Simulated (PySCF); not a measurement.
SMILES CO[Si](OC)(C=C)[O], doublet, GFN2-xTB optimised geometry. Atoms within 1.6 Å of the plane z = 1.5 Å (x, y, z in Å): C1 (-2.03, 0.98, -0.01), C2 (-0.82, 0.53, 0.00), Si3 (-0.46, -1.46, 0.00), O5 (-0.72, -1.68, 1.60), C6 (-1.99, -1.80, 2.15), O7 (1.17, -1.46, 0.00), H9 (-2.26, 2.04, 0.04), H10 (-2.89, 0.33, -0.09), H11 (0.10, 1.08, 0.06), H12 (-2.62, -2.45, 1.55), H14 (-2.47, -0.81, 2.21).

Method: unrestricted PBE0/def2-SVP (PySCF 2.14.0). Cells within 0.4 Å of a nucleus heavier than hydrogen are left out (blank, or x).

Map of the Laplacian of the electron density (e/bohr⁵), clipped to [-1.50, 1.50] on the plane z = 1.5 Å:

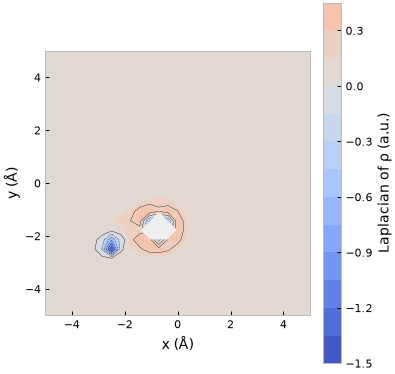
Figure: Laplacian of the electron density (e/bohr⁵), clipped to [-1.50, 1.50] on the plane z = 1.5 Å.
